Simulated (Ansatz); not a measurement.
PbF2 (fluorite)

```cif
data_F2Pb
_chemical_formula_sum 'Pb1 F2'
_space_group_name_H-M_alt 'P 1'
_space_group_IT_number 1
_cell_length_a 4.24318
_cell_length_b 4.24318
_cell_length_c 4.24318
_cell_angle_alpha 60.000
_cell_angle_beta 60.000
_cell_angle_gamma 60.000
loop_
_space_group_symop_operation_xyz
  'x, y, z'
loop_
_atom_site_label
_atom_site_type_symbol
_atom_site_fract_x
_atom_site_fract_y
_atom_site_fract_z
_atom_site_occupancy
Pb1 Pb 0.00000 0.00000 0.00000 1
F1 F 0.75000 0.75000 0.75000 1
F2 F 0.25000 0.25000 0.25000 1
```

This relaxed cell (volume V₀) is scaled evenly in all directions, its shape held. Symmetry pins the atoms to their sites.

The numbers are results of PBE (plane waves to 420 eV, PAW, scalar-relativistic; Ansatz, an electronic-structure program), not measurements. k mesh 10×10×10 (Γ-centred), Fermi-Dirac smearing 0.05 eV. E stands for the smeared free energy. Compression counts positive. PbF2 was relaxed with its symmetry unable to fall. Spin-orbit coupling is left out, though Pb is heavy. The zero of ΔE is the relaxed starting cell.

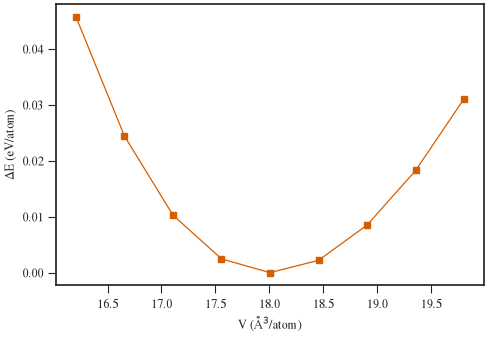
*ΔE (eV/atom) against V (Å³/atom); markers are the computed points, lines only join them.*

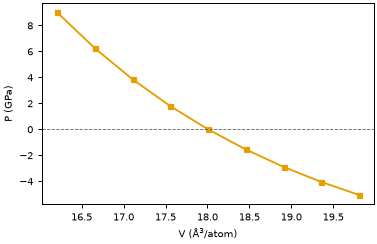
Figure. P (GPa) against V (Å³/atom); one marker a computed point.

The bulk modulus B₀ (third-order Birch-Murnaghan fit) is 66.5 GPa and the pressure at the smallest volume is 9.02 GPa. The pressure for 5 % compression (fit) is 3.9 GPa. The energy cost of the largest compression is 45.8 meV/atom and the equilibrium volume of the fit is 18.01 Å³/atom.

Check by three points about V = 18.007 Å³/atom, step 0.450: d²E/dV² ≈ (2.5 − 2·0.0 + 2.2) meV / 0.450² = 0.0232 eV/Å⁶, and V·d²E/dV² × 160.2 = 66.9 GPa.

(Under strain, the slope of the energy per volume gives the stress and its curvature an elastic modulus.)
